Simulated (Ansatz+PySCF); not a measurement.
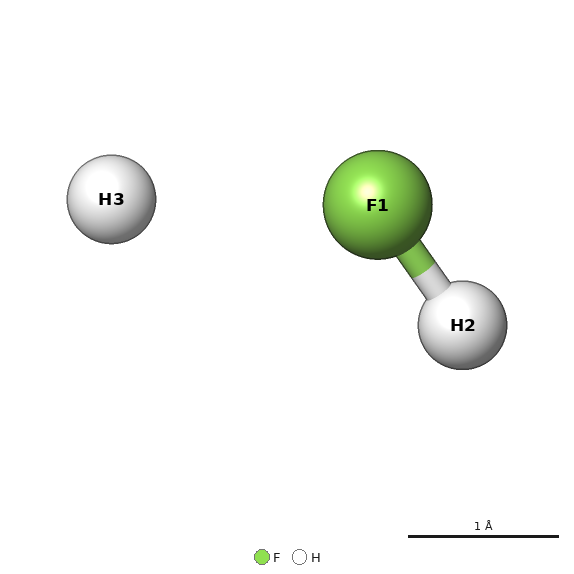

The species is neutral and a spin quartet. Geometry: a fixed input geometry, not necessarily a minimum. Basis: 6-31G. Computed at fixed atoms with Ansatz. R, U and RO name restricted, unrestricted and restricted open-shell orbitals; core potentials come with def2 and Stuttgart sets past Kr, some runs use density fitting (about 1 meV), and each entry rests on the lowest determinant that the runs found.

```xyz
3
charge 0, multiplicity 4
F     0.0000    0.0000    0.0000
H     0.8755    0.0000    0.5055
H    -1.5974    0.0000    0.9223
```

Give total energies (hartree), correlation energies and ⟨S²⟩ of the determinant for RO-FCI (1 frozen); U-CCSD(T) (1 frozen).

| method | energy (Eh) | correlation (mEh) | ⟨S²⟩ |
| --- | --- | --- | --- |
| U-CCSD(T) (1 frozen) | -100.2669 | -90.2 | 3.75 |
| RO-FCI (1 frozen) | -100.2670 | – | – |

The spin state was imposed, and no run here compares it with a lower spin, which may lie lower.
